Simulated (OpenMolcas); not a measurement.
# One shape, several levels: CH4ClGe (SMILES [CH3][GeH][Cl])

Wanted: a comparison of 6 runs (UHF/3-21G, UBHLYP/def2-SVP, UBLYP/def2-SVP, UM06-2X/def2-SVP, UPBE/def2-SVP, ROMP2/def2-SVP) of CH4ClGe. 

The calculation is run with OpenMolcas 26.06.

### 1 The system as given

CH4ClGe: 7 atoms, total charge 0, spin state doublet. As SMILES, `[CH3][GeH][Cl]`. The shape is that of a PBE0-D4/def2-TZVP optimisation.

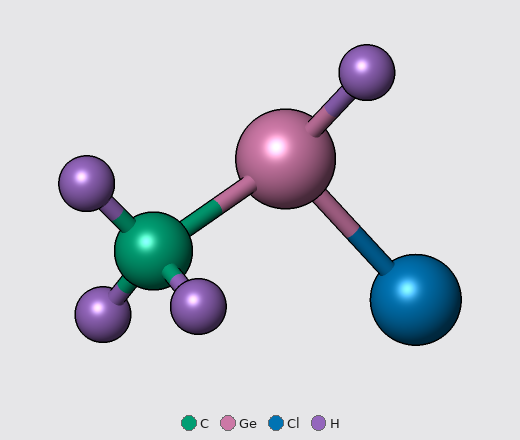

The structure, seen from a chosen angle (carbon teal, germanium pink, chlorine blue, hydrogen purple).

### 2 Energy and gradient at UHF/3-21G (run 1)

calc.input

```
* CH4ClGe Hartree-Fock

&GATEWAY
 BASLIB
 $CurrDir
 COORD
 7
 angstrom
 C       -0.733100       0.438400      -0.261900
 Ge       0.705400      -0.885500      -0.183100
 Cl       1.017000      -1.361700       1.909500
 H       -0.433400       1.314500       0.317300
 H       -1.646200       0.021400       0.160800
 H       -0.909900       0.729400      -1.298200
 H        2.061400      -0.324500      -0.690100
 BASIS
 3-21G
 GROUP
 NoSym

&SEWARD

&SCF
 UHF
 SPIN
 2
 THRESHOLDS
 1e-10 1e-07 1e-07 1e-05
 PRORBITALS
 1 1

&ALASKA
```

The basis set 3-21G is read from a file made from the Basis Set Exchange's data (not shown).

Started as:

```bash
$ export MOLCAS_MEM=1860
$ pymolcas calc.input > calc.log
```

The program printed:

```text
--- Start Module: gateway ---
[...]
--- Stop Module: gateway /rc=_RC_ALL_IS_WELL_ ---
[...]
      Basis functions           52
[...]
--- Start Module: scf ---
[...]
       Convergence after  16 Iterations
[...]
::    Total SCF energy                              -2562.6393537578
[...]
      Total spin, S                                     0.5009402936
[...]
      Total electronic charge=   59.000000
      Total            charge=   -0.000000
[...]
      Dipole Moment (debye):
      Origin of the operator (angstrom)=    0.6242   -0.8490    0.3888
                   X= -1.1818E+00               Y=  1.1017E+00               Z= -3.4057E+00           Total=  3.7695E+00
      Quadrupole Moment (debye*angstrom):
[...]
 *              Molecular gradients               *
 **************************************************
  Irreducible representation: a
 ------------------------------------------------------------------------------------------
                              X                       Y                       Z
 ------------------------------------------------------------------------------------------
  C1               -1.72474629010821E-04   -1.11809585590095E-06    3.07345684533722E-05
  GE2              -4.44957074699825E-04   -8.85846849480831E-03    2.86359611731122E-02
  CL3              -4.10769398847854E-03    7.82960159306079E-03   -2.94750881480965E-02
  H4                4.32892910622140E-03    2.94743438655543E-03    3.69663682199395E-03
  H5               -3.41131315366638E-03   -3.89590944321072E-03    2.50075221518409E-03
  H6                6.56818525989200E-04   -1.90903138437282E-05   -5.62302693713823E-03
  H7                3.15069121358658E-03    1.99755036810112E-03    2.34030306545119E-04
 ------------------------------------------------------------------------------------------
[...]
```

Wall time 2.8 s (1 thread of Arm Neoverse V2, shared host); peak memory 0.38 GiB.

### 3 Energy and forces at UBHLYP/def2-SVP (run 2)

input.xyz

```xyz
7

C     -0.733100     0.438400    -0.261900
Ge     0.705400    -0.885500    -0.183100
Cl     1.017000    -1.361700     1.909500
H     -0.433400     1.314500     0.317300
H     -1.646200     0.021400     0.160800
H     -0.909900     0.729400    -1.298200
H      2.061400    -0.324500    -0.690100
```

calc.inp

```
&GATEWAY
 BasLib = $CurrDir
 Coord = input.xyz
 Basis = def2-SVP
 Group = NoSym

&SEWARD
 GridInput
 Grid=UltraFine
 End of Grid

&SCF
 UHF
 Spin = 2
 KSDFT = HYB_GGA_XC_BHANDHLYP
 Thresholds = 1e-10 1e-07 1e-07 1e-05
 PrOrbitals = 1 2

&ALASKA
```

The basis set def2-SVP is read from a file made from the Basis Set Exchange's data (not shown).

Started as:

```bash
$ export MOLCAS_MEM=1860
$ pymolcas calc.inp > calc.log
```

The program printed:

```text
--- Start Module: gateway ---
[...]
--- Stop Module: gateway /rc=_RC_ALL_IS_WELL_ ---
[...]
      Basis functions           84
[...]
--- Start Module: scf ---
[...]
       Convergence after  16 Iterations
[...]
::    Total KS-DFT energy                           -2577.2380673275
[...]
      Total spin, S                                     0.5011087207
[...]
      Total electronic charge=   59.000000
      Total            charge=   -0.000000
[...]
      Dipole Moment (debye):
      Origin of the operator (angstrom)=    0.6242   -0.8490    0.3888
                   X= -9.5656E-01               Y=  1.0276E+00               Z= -1.9345E+00           Total=  2.3902E+00
      Quadrupole Moment (debye*angstrom):
[...]
 *              Molecular gradients               *
 **************************************************
  Irreducible representation: a
 ------------------------------------------------------------------------------------------
                              X                       Y                       Z
 ------------------------------------------------------------------------------------------
  C1               -1.65952852724160E-03    5.25915862558790E-04    4.72110454483587E-04
  GE2              -2.21401854962222E-03   -8.08425191257456E-04    3.58601247691936E-03
  CL3              -4.41539137815639E-04    1.10739723860576E-03   -3.77625482268940E-03
  H4                2.57223418791530E-04   -8.03953882420494E-04   -3.74570898655335E-04
  H5                1.07834504066684E-03    9.51957812265203E-05   -3.74301967545954E-04
  H6                5.37342934765039E-04   -5.62776759640782E-04    7.45564188561865E-04
  H7                2.44217482049081E-03    4.46646950838403E-04   -2.78559431041270E-04
 ------------------------------------------------------------------------------------------
[...]
```

It took 38 s on 1 thread of Arm Neoverse V2, shared host; peak memory 0.46 GiB.

### 4 Energy and gradient at UBLYP/def2-SVP (run 3)

run.input

```
&GATEWAY
  BasLib
  $CurrDir
  BasisSet
  C.def2-SVP....
  C1 -0.733100 0.438400 -0.261900 angstrom
  End of Basis
  BasisSet
  Ge.def2-SVP....
  Ge2 0.705400 -0.885500 -0.183100 angstrom
  End of Basis
  BasisSet
  Cl.def2-SVP....
  Cl3 1.017000 -1.361700 1.909500 angstrom
  End of Basis
  BasisSet
  H.def2-SVP....
  H4 -0.433400 1.314500 0.317300 angstrom
  H5 -1.646200 0.021400 0.160800 angstrom
  H6 -0.909900 0.729400 -1.298200 angstrom
  H7 2.061400 -0.324500 -0.690100 angstrom
  End of Basis

&SEWARD
  GridInput
  Grid=UltraFine
  End of Grid

&SCF
  UHF
  Spin
  2
  KSDFT
  BLYP
  Thresholds
  1e-10 1e-07 1e-07 1e-05
  PrOrbitals
  1 2

&ALASKA
```

The basis set def2-SVP is read from a file made from the Basis Set Exchange's data (not shown).

Started as:

```bash
$ export MOLCAS_MEM=1860
$ pymolcas run.input > run.log
```

The program printed:

```text
--- Start Module: gateway ---
[...]
--- Stop Module: gateway /rc=_RC_ALL_IS_WELL_ ---
[...]
      Basis functions           84
[...]
--- Start Module: scf ---
[...]
       Convergence after  16 Iterations
[...]
::    Total KS-DFT energy                           -2577.3012318615
[...]
      Total spin, S                                     0.5004136632
[...]
      Total electronic charge=   59.000000
      Total            charge=   -0.000000
[...]
      Dipole Moment (debye):
      Origin of the operator (angstrom)=    0.6242   -0.8490    0.3888
                   X= -9.3511E-01               Y=  1.0617E+00               Z= -1.4916E+00           Total=  2.0558E+00
      Quadrupole Moment (debye*angstrom):
[...]
 *              Molecular gradients               *
 **************************************************
  Irreducible representation: a
 ------------------------------------------------------------------------------------------
                              X                       Y                       Z
 ------------------------------------------------------------------------------------------
  C1                3.37785583173655E-04   -1.65789306151254E-03    5.90053300019378E-04
  GE2              -4.15579797901522E-04    9.89813584568999E-03    1.17029313187871E-02
  CL3              -2.49438497793353E-03    3.58966352255763E-03   -1.53003010410870E-02
  H4               -2.53829104428471E-03   -9.02035314975613E-03   -5.76035639140793E-03
  H5                9.35130885619717E-03    3.97591303848133E-03   -4.21106282766037E-03
  H6                1.96624263147416E-03   -3.02888962231629E-03    1.03630240050068E-02
  H7               -6.20708125071356E-03   -3.75657657318307E-03    2.61571163648888E-03
 ------------------------------------------------------------------------------------------
[...]
```

It took 35 s on 1 thread of Arm Neoverse V2, shared host; peak memory 0.46 GiB.

Runs 4 to 5 aren't shown in full; the table further down has their settings and results.

### 5 A single-point energy at ROMP2/def2-SVP (run 6)

run.inp

```
* CH4ClGe ROMP2
&GATEWAY
BasLib = $CurrDir
Coord
7
angstrom
C       -0.733100       0.438400      -0.261900
Ge       0.705400      -0.885500      -0.183100
Cl       1.017000      -1.361700       1.909500
H       -0.433400       1.314500       0.317300
H       -1.646200       0.021400       0.160800
H       -0.909900       0.729400      -1.298200
H        2.061400      -0.324500      -0.690100
Basis = def2-SVP
Group = NoSym
&SEWARD
&SCF
UHF
Spin = 2
Thresholds = 1e-10 1e-07 1e-07 1e-05
PrOrbitals = 0
&RASSCF
FileOrb = $Project.UnaOrb
Spin = 2
Nactel = 1 0 0
Inactive = 29
Ras2 = 1
OutOrbitals = Canonical
OrbListing = Nothing
&CASPT2
IPEA = 0.0
Frozen = 15
```

The basis set def2-SVP is read from a file made from the Basis Set Exchange's data (not shown).

Started as:

```bash
$ export MOLCAS_MEM=1860
$ pymolcas run.inp > run.log
```

The program printed:

```text
--- Start Module: gateway ---
[...]
--- Stop Module: gateway /rc=_RC_ALL_IS_WELL_ ---
[...]
      Basis functions           84
[...]
       Convergence after  16 Iterations
[...]
::    Total SCF energy                              -2574.6449196136
[...]
      Total spin, S                                     0.5018117145
[...]
--- Start Module: rasscf ---
[...]
      Number of active orbitals                  1
[...]
      Spin quantum number                      0.5
[...]
      Active orbitals                            1
[...]
      Number of CSFs                             1
[...]
      Number of root(s) required                 1
[...]
      Convergence after  7 iterations
[...]
      printout of CI-coefficients larger than  0.05 for root  1
      energy=   -2574.643421
      conf/sym  1     Coeff  Weight
             1  u   1.00000 1.00000
      Natural orbitals and occupation numbers for root  1
      sym 1:   1.000000
      ************************************************************************************************************************
      *                                                    Final results                                                     *
[...]
::    RASSCF root number  1 Total energy:  -2574.64342097
[...]
      Total electronic charge=   59.000000
      Total            charge=   -0.000000
[...]
      Dipole Moment (debye):
      Origin of the operator (angstrom)=    0.6242   -0.8490    0.3888
                   X= -9.9080E-01               Y=  9.5313E-01               Z= -2.2151E+00           Total=  2.6070E+00
      Quadrupole Moment (debye*angstrom):
[...]
--- Stop Module: rasscf /rc=_RC_ALL_IS_WELL_ ---
[...]
--- Start Module: caspt2 ---
[...]
      E2 (Variational):          -0.4942988901
      Total energy:           -2575.1377198591
[...]
      Reference weight:           0.86395
[...]
::    CASPT2 Root  1     Total energy:  -2575.13771986
[...]
```

It took 9.3 s on 1 thread of Arm Neoverse V2, shared host; peak memory 0.46 GiB.

### 6 All runs side by side

```
run             level  integration grid      task   energy (Eh)  dipole moment (D)  HOMO energy (eV)  LUMO energy (eV)  wall time
  1         UHF/3-21G                 –  gradient  -2562.639354               3.77             -9.10              0.52      2.8 s
  2   UBHLYP/def2-SVP         UltraFine  gradient  -2577.238067               2.39             -7.14             -2.04       38 s
  3    UBLYP/def2-SVP         UltraFine  gradient  -2577.301232               2.06             -4.74             -3.72       35 s
  4  UM06-2X/def2-SVP         UltraFine    energy  -2577.255416               2.39             -7.21             -2.30       49 s
  5     UPBE/def2-SVP         UltraFine  gradient  -2576.718961               2.15             -4.98             -3.73       32 s
  6    ROMP2/def2-SVP                 –    energy  -2575.137720                  –                 –                 –      9.3 s
```

### 7 Outcome

```
           quantity           value
run 6: total energy  -2575.13772 Eh
```

Over runs 1, 2, 3, 4, 5 the dipole moment (its size) runs from 2.06 D (UBLYP/def2-SVP) to 3.77 D (UHF/3-21G). The two ends differ in method and basis. Totals of different functionals can't be ranked against each other. All runs together took 2.8 min, the longest 49 s.
